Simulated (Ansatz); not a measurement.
# HSE06/cc-pVDZ run of CH7NOSi (SMILES CO[SiH2]N)

Aim: the energy change on altering one bond length of CH7NOSi at HSE06/cc-pVDZ, from 2 runs. 

The results are computed with Ansatz 0.2.0.

123 further runs of the same task are left out: 123 set aside as unsound or not needed.

### Step 1. The system as given

The species is CH7NOSi (11 atoms), meant as a singlet with charge 0. As SMILES, `CO[SiH2]N`. The shape is that of a PBE0-D4/def2-TZVP optimisation. This is one conformer, not always the lowest.

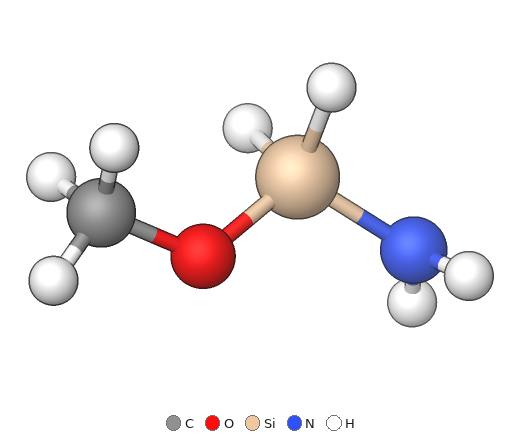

The structure, seen from a chosen angle (carbon grey, oxygen red, silicon light orange, nitrogen blue, hydrogen white).

### Step 2. The energy at HSE06/cc-pVDZ

run.yaml reads:

```yaml
crystal:
  periodic: [false, false, false]
  atoms:
    - {symbol: C, position_ang: [-0.655300, 1.711900, 0.500200]}
    - {symbol: O, position_ang: [-0.610600, 0.508700, -0.227100]}
    - {symbol: Si, position_ang: [0.533800, -0.642700, 0.054300]}
    - {symbol: N, position_ang: [0.344700, -2.006900, -0.943700]}
    - {symbol: H, position_ang: [0.258400, 2.302900, 0.362300]}
    - {symbol: H, position_ang: [-1.501500, 2.301200, 0.142400]}
    - {symbol: H, position_ang: [-0.790700, 1.531800, 1.573800]}
    - {symbol: H, position_ang: [0.421900, -1.079900, 1.472300]}
    - {symbol: H, position_ang: [1.874600, -0.055000, -0.212100]}
    - {symbol: H, position_ang: [-0.403400, -2.661100, -0.783300]}
    - {symbol: H, position_ang: [0.593600, -1.968000, -1.918400]}
basis:
  gaussian: {orbitals: cc-pVDZ}
hamiltonian: {xc: hse06}
magnetization: {spin_polarized: false}
output: {orbitals: {seedname: orbitals}}
accuracy: high
```

Launch:

```console
ansatz run run.yaml --threads 1 --pin off --max-ram 3480MiB --events-out events.jsonl --progress --plain --runs-dir runs
```

The program printed:

```text
Warning: RAYON_NUM_THREADS=1 ignored (pool sized by the plan → 1); use --threads N
Functional definition: HSE06
  name "HSE06"
  parameter a = 0.25
  parameter omega = 0.11/bohr
  exchange = pbe_x - a*pbe_x_sr(omega) + a*exact_x_sr(omega)
  correlation = pbe_c
2294 factors; integrals over basis functions are off by at most 6.4e-9 eV
103 factors; integrals over basis functions are off by at most 1.6e-9 eV
mean field evaluation 1: about -12549.8211 eV, gradient 6.3e1 eV
mean field evaluation 2: about -12540.6550 eV, gradient 9.0e1 eV
mean field evaluation 4: about -12557.6652 eV, gradient 4.5e0 eV
mean field evaluation 8: about -12557.9456 eV, gradient 3.3e-1 eV
mean field evaluation 16: about -12557.9459 eV, gradient 1.2e-5 eV
mean field -12557.94588983 eV, -461.4959993697 hartree, gradient 8.9e-8 eV, S^2 0.000000; 0 other end points of the search recorded, 0 dependent functions left out
reference -12557.94589344 eV, -461.4959995024 hartree; 21, 21 occupied and 74, 74 virtual orbitals, 2294 factors
Total energy: -12557.94589344 eV, -461.4959995024 hartree
```

Wall time 11 s (1 thread of Arm Neoverse V2, shared host); peak memory 0.35 GiB.

### Step 3. The distorted shape at the same level

in.yaml reads:

```yaml
basis:
  gaussian:
    orbitals: cc-pVDZ
crystal:
  periodic: [false, false, false]
  atoms:
    - {symbol: C, position_ang: [-0.779751, 1.692450, 0.987555]}
    - {symbol: O, position_ang: [-0.735051, 0.489250, 0.260255]}
    - {symbol: Si, position_ang: [0.409349, -0.662150, 0.541655]}
    - {symbol: "N", position_ang: [0.220249, -2.026350, -0.456345]}
    - {symbol: H, position_ang: [0.133949, 2.283450, 0.849655]}
    - {symbol: H, position_ang: [-1.625951, 2.281750, 0.629755]}
    - {symbol: H, position_ang: [-0.915151, 1.512350, 2.061155]}
    - {symbol: H, position_ang: [0.297449, -1.099350, 1.959655]}
    - {symbol: H, position_ang: [1.750149, -0.074450, 0.275255]}
    - {symbol: H, position_ang: [-0.527851, -2.680550, -0.295945]}
    - {symbol: H, position_ang: [0.593600, -1.968000, -1.918400]}
hamiltonian:
  xc: {name: HSE06}
accuracy: high
output: {orbitals: {seedname: orbitals}}
```

Launch:

```console
ansatz run in.yaml --threads 1 --pin off --max-ram 3480MiB --events-out events.jsonl --progress --plain --runs-dir runs
```

The program printed:

```text
Warning: RAYON_NUM_THREADS=1 ignored (pool sized by the plan → 1); use --threads N
Functional definition: HSE06
  name "HSE06"
  parameter a = 0.25
  parameter omega = 0.11/bohr
  exchange = pbe_x - a*pbe_x_sr(omega) + a*exact_x_sr(omega)
  correlation = pbe_c
2302 factors; integrals over basis functions are off by at most 6.2e-9 eV
106 factors; integrals over basis functions are off by at most 1.3e-9 eV
mean field evaluation 1: about -12546.4849 eV, gradient 6.4e1 eV
mean field evaluation 2: about -12530.2220 eV, gradient 1.0e2 eV
mean field evaluation 4: about -12555.3022 eV, gradient 5.5e0 eV
mean field evaluation 8: about -12555.5949 eV, gradient 6.0e-1 eV
mean field evaluation 16: about -12555.5956 eV, gradient 1.5e-5 eV
mean field -12555.59561143 eV, -461.4096282318 hartree, gradient 5.3e-8 eV, S^2 0.000000; 0 other end points of the search recorded, 0 dependent functions left out
reference -12555.59561526 eV, -461.4096283726 hartree; 21, 21 occupied and 74, 74 virtual orbitals, 2302 factors
Total energy: -12555.59561526 eV, -461.4096283726 hartree
```

Run time: 9.9 s. Hardware: 1 thread of Arm Neoverse V2, shared host; peak memory 0.35 GiB.

### Step 4. What came out

Level: HSE06/cc-pVDZ.

```
                                                          quantity          value
                                         first shape: total energy  -461.49600 Eh
                                          first shape: HOMO energy       -7.11 eV
                                          first shape: LUMO energy        1.13 eV
                                        first shape: HOMO–LUMO gap        8.24 eV
                                     distorted shape: total energy  -461.40963 Eh
                                      distorted shape: HOMO energy       -6.94 eV
                                      distorted shape: LUMO energy       -1.59 eV
                                    distorted shape: HOMO–LUMO gap        5.35 eV
energy change with the N4–H11 bond stretched from 1.007 to 1.510 Å       2.350 eV
```

What this shows: With the N4–H11 bond stretched from 1.007 to 1.510 Å the energy rises by 2.35 eV (227 kJ/mol). The first shape isn't relaxed at this level, so the change isn't measured from a minimum.
